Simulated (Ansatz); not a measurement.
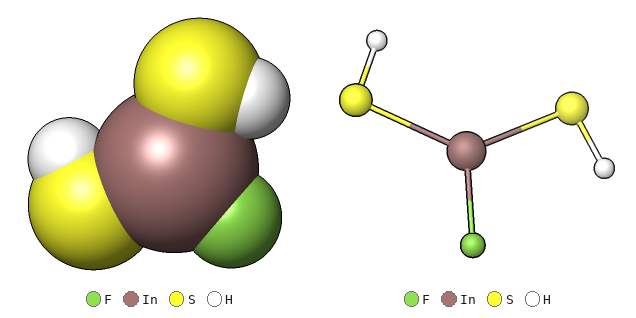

The same structure drawn twice, from different directions.

The geometry was computed by an optimisation with PBE0-D4/def2-TZVP.

**Give the formula.**

FH₂InS₂, 6 atoms: 1 fluorine, 2 hydrogen, 1 indium and 2 sulfur.

**Give a SMILES string for it.**

[F][In]([SH])[SH]

**What is the point group of this geometry?**

Cs.

More results for the same structure follow; atom numbers are the same in all pictures, views and colours differ.

Shape

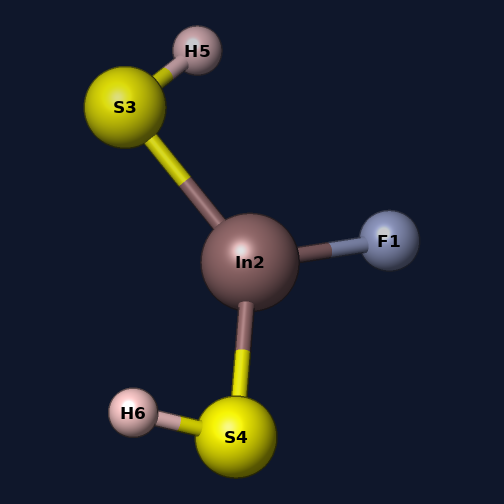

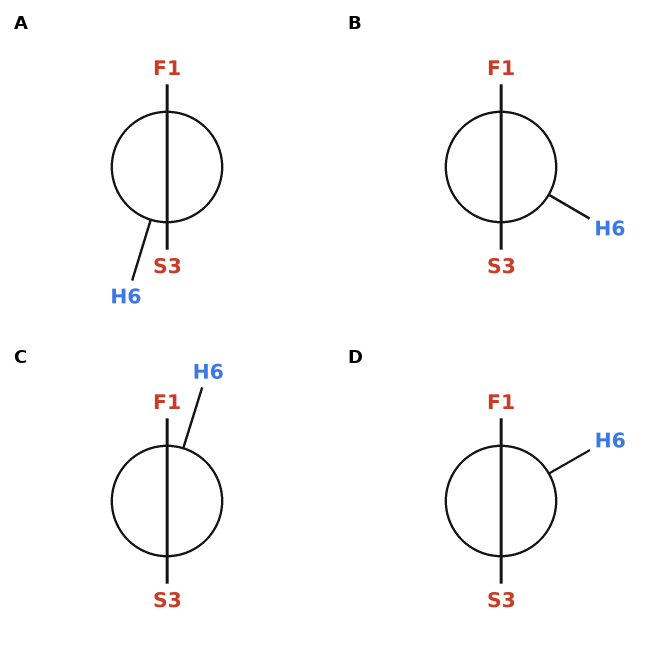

Distant atoms are faded towards the background colour. Bonds that would overlap in a projection are set slightly apart.

**Which Newman projection shows the view along In2–S4, with In2 in front?**

A. The torsion angle S3–In2–S4–H6 is 0°, synperiplanar (eclipsed).

Vibrations

Harmonic vibrations computed with RKS PBE0-D4/def2-TZVP, core potentials on In (Ansatz 0.2.0) at a stationary point of the same level.

**How many vibrational modes are there, and where do they lie?**

12 modes: 74, 109, 115, 207, 242, 338, 390, 590, 676, 704, 2704, 2708 cm⁻¹.

Dipole moment

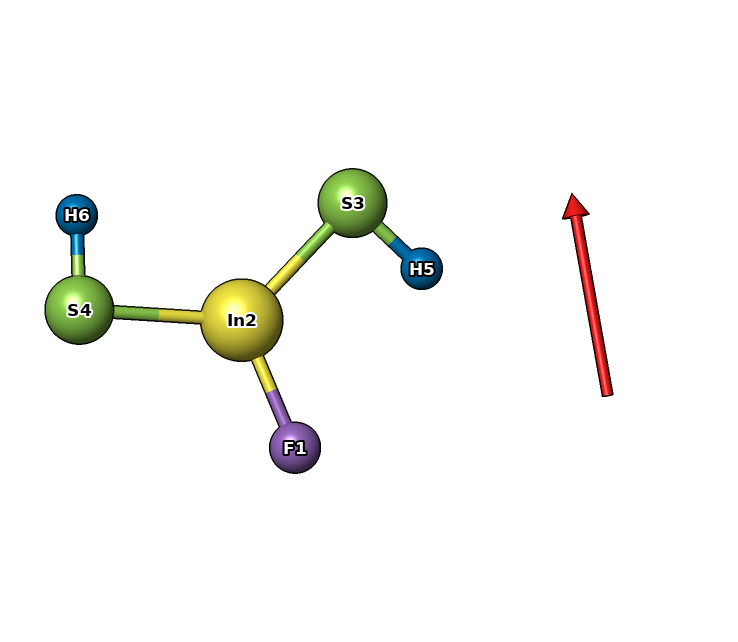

The arrow beside the molecule shows the direction of the dipole moment, from the negative to the positive end (its length means nothing). Method: RKS PBE-D4/def2-TZVPP, core potentials on In (Ansatz 0.2.0).

**How large is the dipole moment?**

2.13 D; it points from the side of F1 to the side of H6 (the outermost atoms at the two ends).

Charges

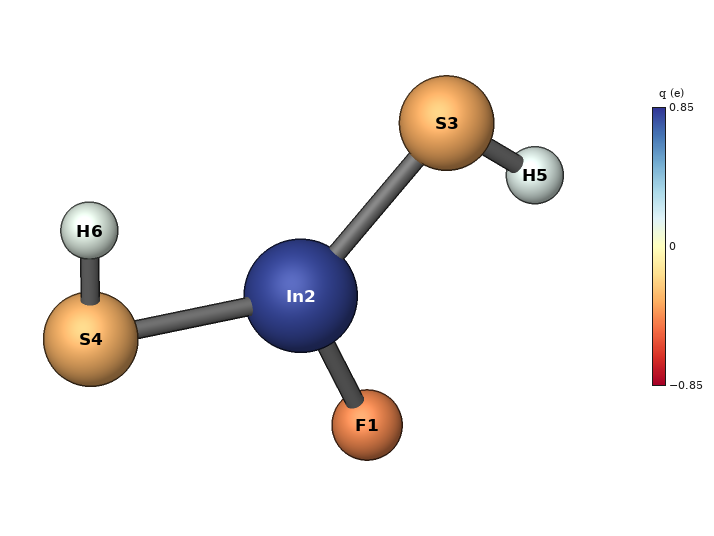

Atoms are coloured by their Mulliken charges. Method: RKS PBE-D4/def2-TZVPP, core potentials on In (Ansatz 0.2.0).

Give the Mulliken charges atom by atom.

```json
{"atom": "F1", "value (e)": "−0.43"}
{"atom": "In2", "value (e)": "0.80"}
{"atom": "S3", "value (e)": "−0.33"}
{"atom": "S4", "value (e)": "−0.31"}
{"atom": "H5", "value (e)": "0.14"}
{"atom": "H6", "value (e)": "0.13"}
```

Mulliken values depend strongly on the basis set and can even reverse the polarity of a bond.
